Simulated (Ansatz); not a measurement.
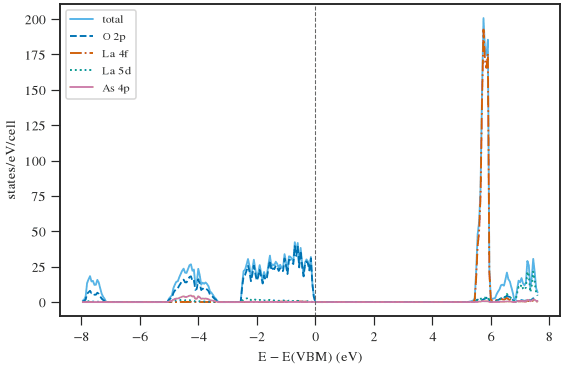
Fig. 1. Total and projected density of states of LaAsO₄ in space group P2_1/c (No. 14; Pearson symbol mP24), plane-wave PAW r²SCAN (Ansatz code)

Question: Which orbitals carry the states next to the gap?

Answer: Top 1 eV of the valence band: O 2p 94 %. Bottom 1 eV of the conduction band: La 4f 93 %. Projections are on Löwdin-orthogonalised atomic valence shells; empty p or d shells of many metals are not among them.

Question: Where is the tallest occupied peak in this window, and what makes it?

Answer: Near -0.7 eV, about 42 states/eV per cell; the largest projected share is O 2p.

The first step of the workflow began from a Materials Project structure, measured or hypothetical; the Crystallography Open Database copy checked does not list it. Its standing as an ambient phase is unchecked. Symmetry was held in the r²SCAN relaxation; whether a distortion lowers the energy is not shown. Spin–orbit coupling is left out wherever it is not named.

Potentials: the later of the program's two PAW sets.
